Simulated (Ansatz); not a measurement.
The parent structure is GaP in the zinc blende structure (space group F-43m, No. 216; a = 5.506 Å).

Perturbation: a negative pressure, −2 GPa.

Method: PBE/PAW in Ansatz (a quantum-chemistry and plane-wave program), no spin-orbit coupling.

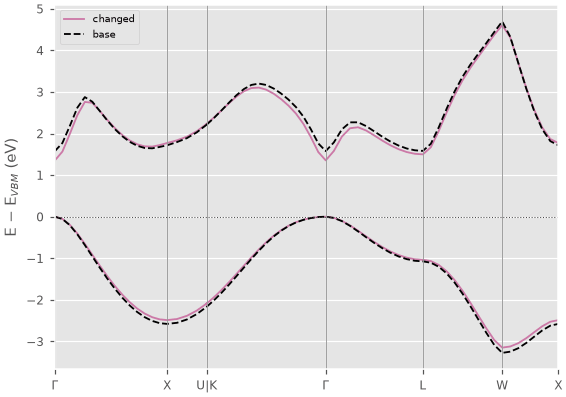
*Highest valence and lowest conduction band along the path, each from its own valence-band maximum*

Task: Read the changed gap and its character from the plot.

Result: About 1.4 eV, direct at Γ.

Load acts through the strain it causes; cell and atoms are relaxed under it. Whether these cells are dynamically stable was not tested. The real GaP has an indirect gap at ambient pressure; PBE orders its close-lying valleys differently.
